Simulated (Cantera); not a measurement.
A closed system holds: 1 mol C3H8, 2.8 mol NH3, 31 mol H2, equilibrated at 13.0 mbar.

Method: chemical equilibrium by Gibbs-energy minimisation in Cantera with the NASA 1993 tables (ideal gas, pure condensed phases). Candidate condensed phases: C, C6H6, C7H8, C8H18; 110 gas species. Ions and electrons are included (thermal ionisation). Rates play no part.

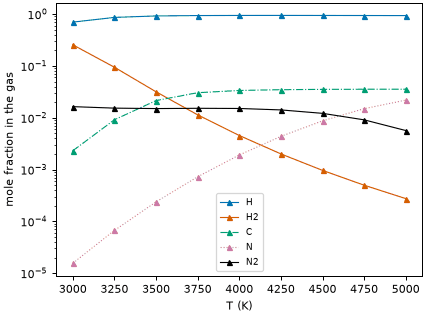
*Equilibrium gas composition (values under 1e-9 drawn at 1e-9)*

Q: Read off the mole fractions at 4500 K.

A: H about 0.94, C about 0.035, N2 about 0.012, N about 0.0087, H2 about 0.00096.
